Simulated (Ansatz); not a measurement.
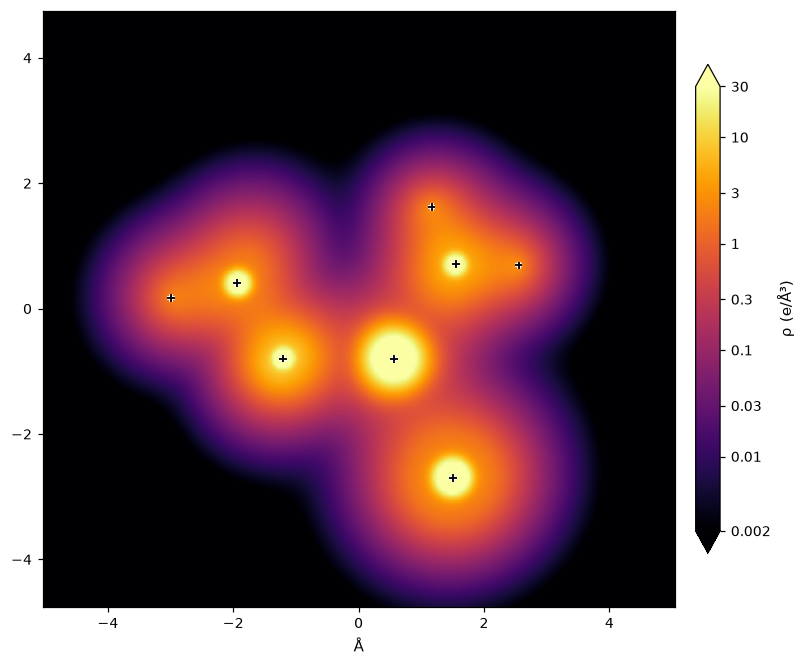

The total electron density on a plane through atoms (crosses mark nuclei in the plane).

All numbers below come from RKS PBE0-D4/def2-TZVPP in Ansatz.

Candidates:
A. Cl3HMoO2 (SMILES [O]=[Mo]([OH])([Cl])([Cl])[Cl])
B. CH5ClGaNO (SMILES C[O][Ga]([NH2])[Cl])
C. BH9OSi3 (SMILES O[SiH2]B([SiH3])[SiH3])

### Which system is this?

Candidate B: CH5ClGaNO on the plane of atoms O2, Ga3 and Cl5, which holds C, O, Ga, N, Cl and H. C–O (1.41 Å): ρ is about 2 e/Å³ halfway, with its minimum of 1.8 e/Å³ about 0.5 Å from C. Ga–O (1.77 Å): ρ at the midpoint is about 0.95 e/Å³.
